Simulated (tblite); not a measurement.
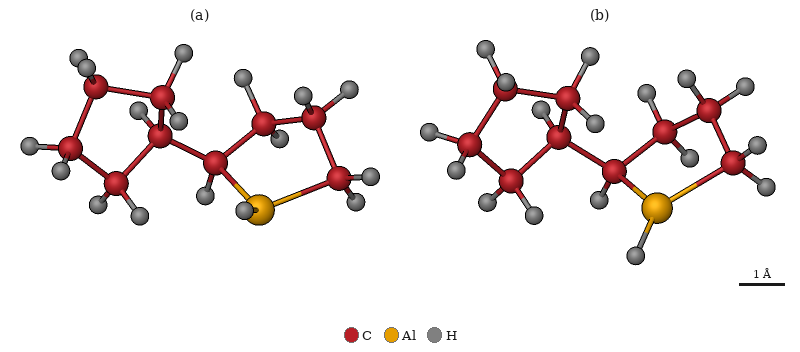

The structure of C₉H₁₇Al before (left) and after (right) a relaxation, at one scale.

The picture is a ball-and-stick view, seen at a tilt.

Method: GFN2-xTB geometry optimisation, gas phase (tblite). 

> Describe what moved and what it gained.

The energy falls by 106.6 kJ/mol in 133 geometry steps. An H atom moves most after the best rigid fit: 1.17 Å. By element the largest moves are H 1.17 Å, C 0.57 Å, Al 0.08 Å. Some distances before and after: C–C 1.453 → 1.533 Å, Al–H 1.621 → 1.543 Å, C–C 1.485 → 1.546 Å, C–H 1.133 → 1.095 Å. Bond angles that change, for instance: C–Al–H 118.3° → 133.4°, Al–C–H 104.7° → 119.3°, Al–C–H 110.4° → 121.8°. Groups turn about C–C by about 20°. The run took 2.9 s on 1 thread of Arm Neoverse N1, with other jobs on the host.
